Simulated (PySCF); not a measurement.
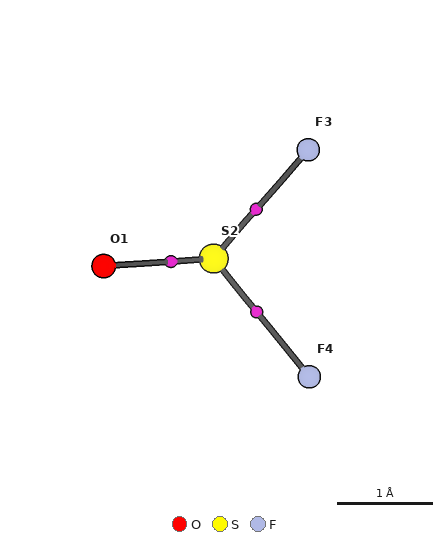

Figure 1: F₂OS, SMILES `O=S(F)F`. Molecular graph of the electron density (QTAIM): bond paths, bond critical points (magenta), ring points (cyan, if any); weak paths are dashed.

Method: PBE/6-311+G**; geometry: GFN2-xTB; program: PySCF. No frequency check shows the geometry to be a minimum. GFN2-xTB bond lengths at metals and heavier atoms can be off by up to 0.1 Å and shapes distorted, which carries into these values.

Q: How many critical points of each kind are there, and does the count close?

A: 4 nuclei, 3 bond, 0 ring and 0 cage critical points: 4 − 3 + 0 − 0 = 1, as the Poincaré–Hopf relation requires.

Q: What does the calculation give at each kind of bond critical point?

A:
| bond | length (Å) | ρ (a.u.) | ∇²ρ (a.u.) | ε | H (a.u.) |
| --- | --- | --- | --- | --- | --- |
| O1–S2 | 1.410 | 0.310 | +1.55 | 0.01 | −0.356 |
| S2–F4 (2 alike) | 1.669 | 0.179 | −0.10 | 0.07 | −0.155 |

Q: What kind of interaction is S2–F4?

A: Shared-shell (covalent): ρ = 0.179, ∇²ρ = −0.10, H = −0.155 a.u.
